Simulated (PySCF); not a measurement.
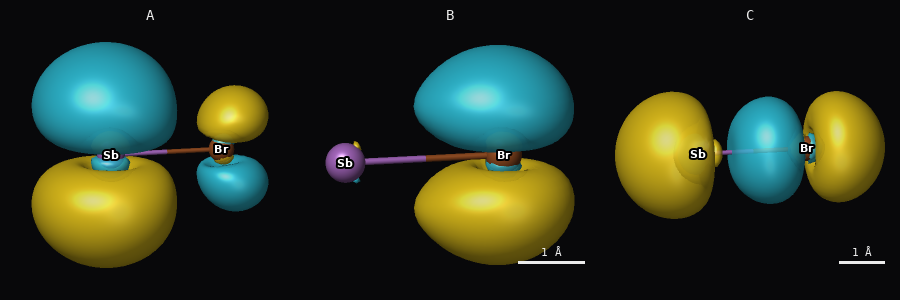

Figure. SbBr (triplet). Three frontier β-spin orbitals, each drawn at the value that holds 80 % of its norm (yellow and cyan are the two phases), in no order; of a degenerate pair one member is drawn.

Core potentials replace the inner electrons of Sb.

The calculation used PBE0/def2-TZVPPD, non-relativistic Hamiltonian with scalar-relativistic core potentials where named, at a bond length of 2.499 Å in PySCF 2.14.0.

Q: Name the orbitals and rank them from lowest to highest energy.

A: Orbital C: σ, occupied in this spin, −9.27 eV; shared between the atoms (Sb 45 %, Br 55 %).
Orbital B: π, occupied in this spin, −8.66 eV; mainly on Br (90 %).
Orbital A: π, empty in this spin, −3.03 eV; mainly on Sb (90 %).
